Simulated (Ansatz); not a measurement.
The figure comes from a scan of KF (rock salt): the cell is scaled evenly about its relaxed volume V₀. The numbers are results of PBE (plane waves to 420 eV, PAW, scalar-relativistic; Ansatz, an electronic-structure program), not measurements. k mesh 11×11×11 (Γ-centred), Fermi-Dirac smearing 0.05 eV. E stands for the smeared free energy. KF was relaxed with its symmetry unable to fall. ΔE is measured from the relaxed starting cell.

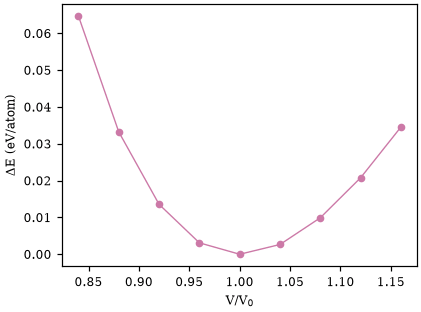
*ΔE (eV/atom) against V/V₀; one marker a computed point.*

Question: List the plotted points as numbers.

Answer: To the nearest 0.001:

```tsv
V/V₀	ΔE (eV/atom)
0.840	0.065
0.880	0.033
0.920	0.014
0.960	0.003
1.000	0.000
1.040	0.003
1.080	0.010
1.120	0.021
1.160	0.035
```

(Under strain, the slope of the energy per volume gives the stress and its curvature an elastic modulus.)
